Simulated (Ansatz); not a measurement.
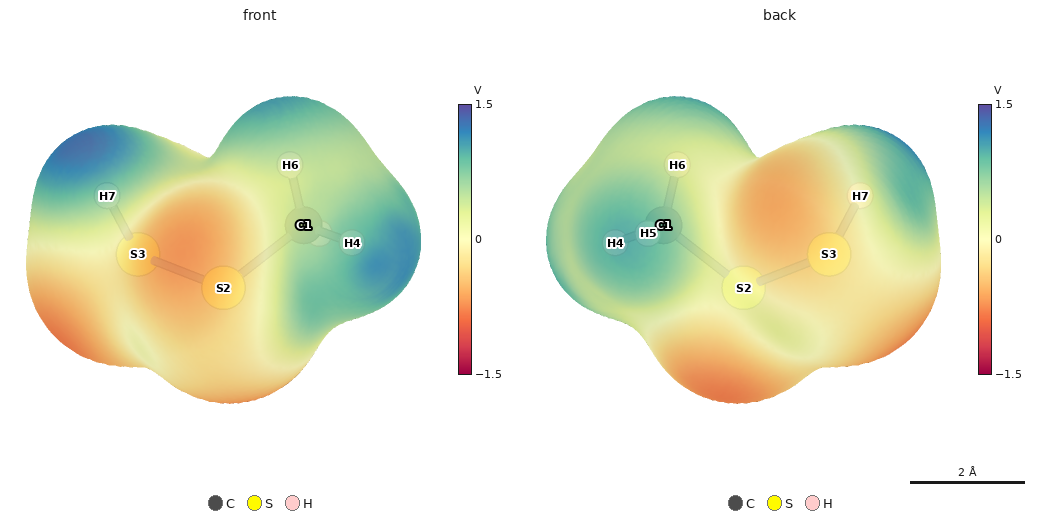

CH4S2. The electrostatic potential painted on the density surface at 0.002 e/bohr³, seen from the front and from behind; red is negative and blue positive.

Geometry: BLYP-D3(BJ)/def2-SVP.

Computed with isolated molecule in a Gaussian basis; Kohn-Sham density functional theory, functional PBE0 (Ansatz 0.2.0).

```yaml
atoms:
  - { symbol: C, position_ang: [0.9218, -1.5126, 1.3737] }
  - { symbol: S, position_ang: [0.5440, -1.0750, -0.3799] }
  - { symbol: S, position_ang: [2.4230, -0.4189, -1.0917] }
  - { symbol: H, position_ang: [-0.0188, -1.9288, 1.7883] }
  - { symbol: H, position_ang: [1.7180, -2.2784, 1.4262] }
  - { symbol: H, position_ang: [1.2129, -0.6163, 1.9539] }
  - { symbol: H, position_ang: [2.3296, 0.9014, -0.7280] }
```

**Where is the surface potential most negative and most positive?**

The most negative region (about −0.8 V, or −18 kcal/mol for a unit charge) lies over S2 and S3, the most positive (about +1.3 V, or +30 kcal/mol for a unit charge) over H7.

**What dipole moment does the calculation give?**

Its dipole moment is 1.80 D.
